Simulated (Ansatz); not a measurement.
# AlNi: response to strain

The reference is AlNi in the CsCl type structure (space group Pm-3m, No. 221; a = 2.8930 Å; non-magnetic).

Strains are applied to the cell and any free atomic positions relax.

Computed with PBE in Ansatz (plane waves to 420 eV, PAW, without spin-orbit coupling).

Notes on the quantities. energy relative to the base: free energy F.

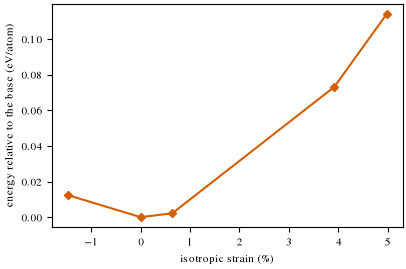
Energy relative to the base against isotropic strain

| isotropic strain (%) | energy relative to the base |
|---|---|
| -1.48 | +12 meV/atom |
| 0.64 | +2.2 meV/atom |
| 3.92 | +73 meV/atom |
| 4.98 | +114 meV/atom |

No phonon test of stability was made. Seeded moments were not kept for the base. All final runs are without spin polarisation.

Ansatz is a quantum-chemistry and plane-wave program.
